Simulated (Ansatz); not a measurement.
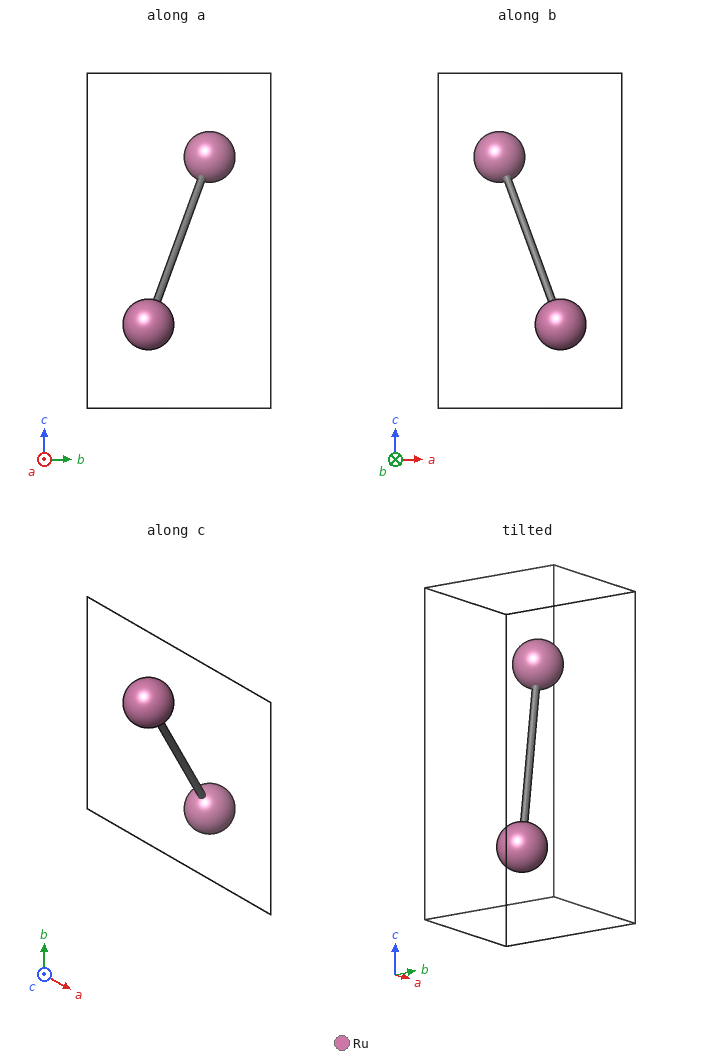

We look at a ball-and-stick model of the crystal along the a axis, along the b axis, along the c axis and slightly off an axis. Atoms at the boundary of the conventional unit cell (the box) are drawn once for each face, edge or corner they touch.

Lattice parameters: a = 2.7195 Å, b = 2.7195 Å, c = 4.2963 Å, α = 90.000°, β = 90.000°, γ = 120.000°.

From the views, write a CIF in P1 with every atom of the cell.

```cif
data_structure
_symmetry_space_group_name_H-M 'P 1'
_symmetry_Int_Tables_number 1
_cell_length_a 2.7195
_cell_length_b 2.7195
_cell_length_c 4.2963
_cell_angle_alpha 90.000
_cell_angle_beta 90.000
_cell_angle_gamma 120.000
_cell_volume 27.52
loop_
_atom_site_label
_atom_site_type_symbol
_atom_site_fract_x
_atom_site_fract_y
_atom_site_fract_z
_atom_site_occupancy
Ru1 Ru 0.3333 0.6667 0.7500 1
Ru2 Ru 0.6667 0.3333 0.2500 1
```

The structure was taken from the standard structure of this element. Earlier steps of the study may have refined or changed the cell and positions. It was run through Ansatz as a DFT input.

At this level of theory the cell isn't at rest (stretched, at -14 GPa), so its distances can differ from those at equilibrium, the more so the softer the solid.
